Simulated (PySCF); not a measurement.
CH$_{4}$FNSi, SMILES `C=N[SiH2]F`.

Method: B3LYP/def2-TZVP; geometry: GFN2-xTB; program: PySCF. No frequency check shows the geometry to be a minimum.

Cartesian coordinates (Å):

```
C1       1.9279    0.4316    0.0000
N2       1.0600   -0.4645   -0.0002
Si3     -0.6541   -0.5109   -0.0000
F4      -1.3817    0.9351   -0.0001
H5       1.7154    1.5049   -0.0005
H6       2.9800    0.1542    0.0009
H7      -1.0450   -1.1311   -1.2494
H8      -1.0453   -1.1284    1.2516
```

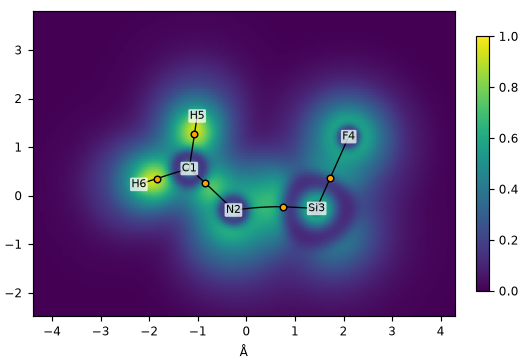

Localised orbital locator (LOL) in the plane of C1, N2, Si3, F4, H5 and H6, with bond paths and bond critical points (dots).

Q: Rank the bonds in the plane by LOL at their critical points.

A: C1–H6: about 0.92; C1–H5: about 0.91; C1–N2: about 0.56; N2–Si3: about 0.33; Si3–F4: about 0.27. Values above 0.5 mark slow, localised electrons, as in shared pairs; low values at a critical point mark a polar or closed-shell contact whose critical point lies between the shells.

Q: Where along C1–N2 does the critical point lie?

A: 0.43 Å from C1 and 0.81 Å from N2.

Cost of the run: 15 s on 1 thread of Arm Neoverse V2, with other jobs on the host, peak memory 0.56 GiB.
